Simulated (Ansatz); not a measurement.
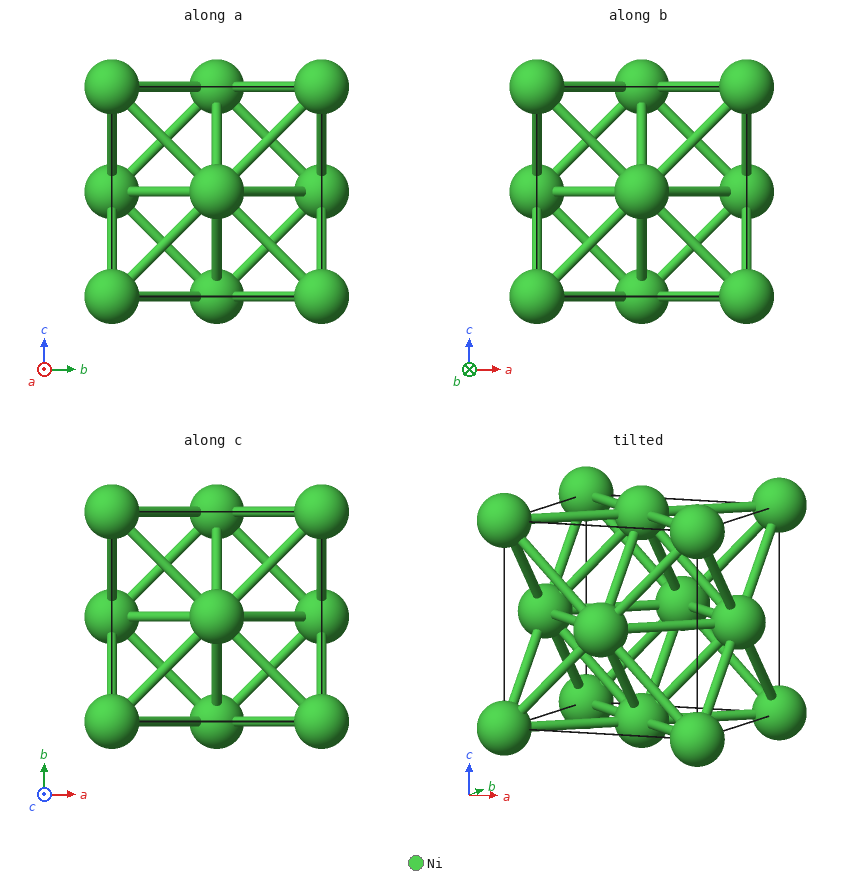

The structure above is drawn in ball-and-stick style and viewed along the a axis, along the b axis, along the c axis and slightly off an axis. The edges of the conventional unit cell are marked.

Lattice parameters: a = 3.519 Å, b = 3.519 Å, c = 3.519 Å, α = 90.00°, β = 90.00°, γ = 90.00°.

Reconstruct the structure as a table of Wyckoff sites.

Space group Fm-3m (No. 225).
```tsv
atom	site	x	y	z
Ni	4a	0.0000	0.0000	0.0000
```

Its origin is a structure type filled with this element by a generator (whether the element takes this form wasn't checked). Earlier steps of the study may have refined or changed the cell and positions. It was the input of a calculation with Ansatz.
